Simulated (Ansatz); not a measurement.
# AlH (triplet): the correlation ladder at distance Al1–H2 = 1.605 Å, cc-pVQZ

How much of the correlation energy of AlH (triplet) does each wave-function method recover here?

The runs use Ansatz 0.2.0, Gaussian basis; cc-pVQZ, core rule «outside noble gas», up to 5 orbitals frozen.

Plan: UHF; CCSD(T) on ROHF; CCSD(T) on UHF; BCCD(T) on ROHF; CCSDT(Q) on ROHF; CCSDT(Q) on UHF; Full CI.

17 further runs of the same task are left out: 4 for a known fault of the program, 10 that didn't finish, 3 set aside as unsound or not needed.

### 1 The geometry

The geometry derives from a PBE0/def2-TZVP stationary point (not a proven minimum). One bond is set to the value named and the two fragments are kept rigid.

2 atoms, charge 0, spin multiplicity 3.

Atoms are counted from 1 here; the program's logs count them from 0.

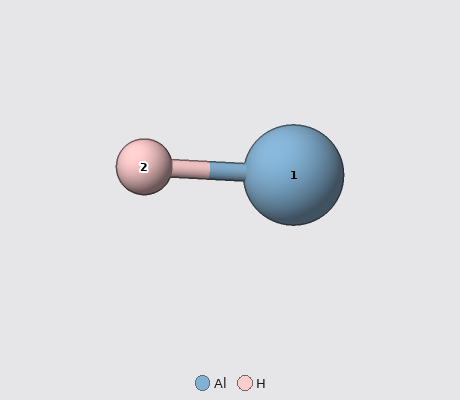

The structure; aluminium light blue, hydrogen pink; atoms are numbered from 1 in the order of the file.

### 2 UHF

The input, in.yaml:

```yaml
crystal:
  periodic: [false, false, false]
  atoms:
    - {symbol: Al, position_ang: [0.000000, 0.000000, 0.000000]}
    - {symbol: H, position_ang: [0.000000, 0.000000, 1.604550]}
basis:
  gaussian: {orbitals: cc-pVQZ}
magnetization: {spin_polarized: true, initial_magnetization: 2}
hamiltonian: {xc: hf}
output: {orbitals: {seedname: orbitals}}
```

The run is started by

```sh
$ ansatz run in.yaml --threads 1 --pin off --events-out ev --progress --plain --max-ram 2393MiB
```

The runs that follow: CCSD(T) on ROHF; CCSD(T) on UHF; BCCD(T) on ROHF; CCSDT(Q) on ROHF; CCSDT(Q) on UHF; Full CI.

Before running them: what should the planned runs give, taken together? Wanted: FCI below the RHF energy; RMP2 from FCI; UMP2 from FCI; RCCSD from FCI; RCCSD(T) from FCI; UCCSD(T) from FCI; RCCSDT(Q) from FCI; UCCSDT(Q) from FCI; T1 diagnostic.

**Answer**, as computed:

| quantity | value |
| --- | --- |
| FCI below the RHF energy | -1.6839 eV |
| RMP2 from FCI | +42.7 kJ/mol |
| UMP2 from FCI | +41.3 kJ/mol |
| RCCSD from FCI | +6.0 kJ/mol |
| RCCSD(T) from FCI | +1.6 kJ/mol |
| UCCSD(T) from FCI | +1.5 kJ/mol |
| RCCSDT(Q) from FCI | 0.0 kJ/mol |
| UCCSDT(Q) from FCI | -0.1 kJ/mol |
| levels within 1 kcal/mol (43 meV) | RCCSD(T), UCCSD(T), BCCD(T), RCCSDT, UCCSDT, RCCSDT(Q), UCCSDT(Q) |
| T1 diagnostic | 0.039 |
| effectively unpaired electrons | 2.02 |

RCCSD(T) lands +1.6 kJ/mol from the yardstick (1.0 % of the correlation energy). One determinant dominates. These misses are within one basis, not against nature; the frozen cores of restricted and unrestricted runs differ, which can shift their rows.
